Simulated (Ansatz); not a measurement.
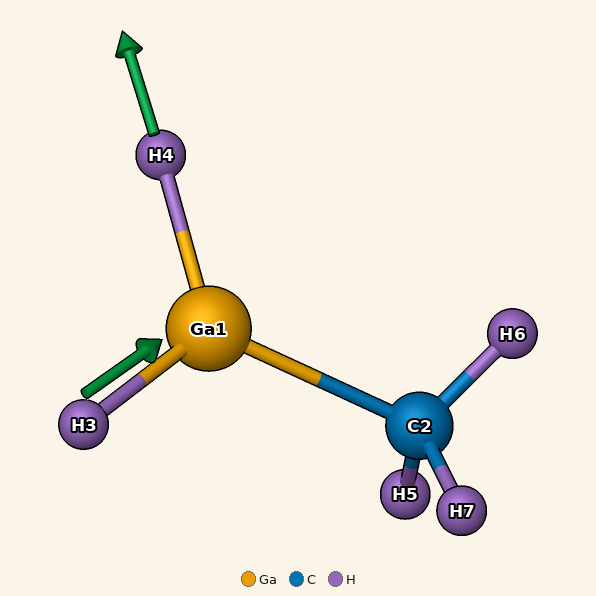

The arrows show one normal mode. Harmonic vibrations computed with RKS PBE0-D4/def2-TZVP (Ansatz 0.2.0) at a stationary point of the same level.

Question: Describe the motion.

Answer: Mostly out-of-phase stretching of 2 Ga–H bonds.

Question: Estimate its harmonic wavenumber.

Answer: 1950 cm⁻¹; it is mode 11 of 15 counted from the lowest.
